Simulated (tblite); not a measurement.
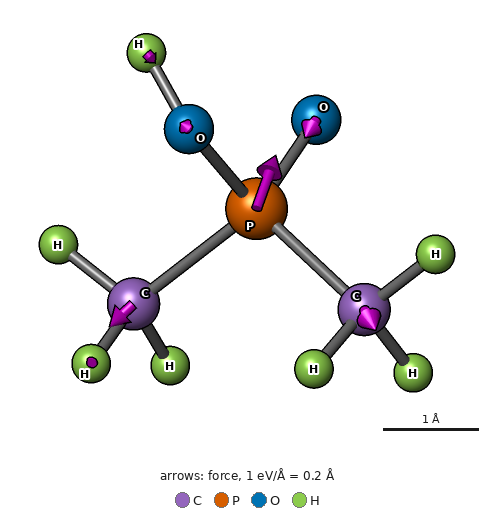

Starting geometry of C2H7O2P with the computed forces as purple arrows. A ball-and-stick model, seen at a tilt.

These are results of tblite, GFN2-xTB geometry optimisation, gas phase, not measurements. 

### What follows when this structure is relaxed?

It isn't relaxed: the largest force vector, on the P atom, is 3.57 eV/Å. The final displacements have little in common with the starting forces (cosine between the two patterns 0.18). The atom that moves furthest after the best rigid fit is an H atom (0.46 Å). Largest moves by element: H 0.46 Å, O 0.15 Å, C 0.10 Å, P 0.07 Å. Among the contacts that change: C–P 1.768 → 1.829 Å, O–P 1.499 → 1.468 Å, C–H 1.101 → 1.085 Å, H–O 0.974 → 0.959 Å. Among the angles between lasting bonds that change: P–O–H 113.0° → 107.0°, P–C–H 110.7° → 108.1°, H–C–H 107.4° → 110.0°. Groups turn about O–P by about 40°. After 47 geometry steps the energy has fallen by 4.44 kcal/mol.
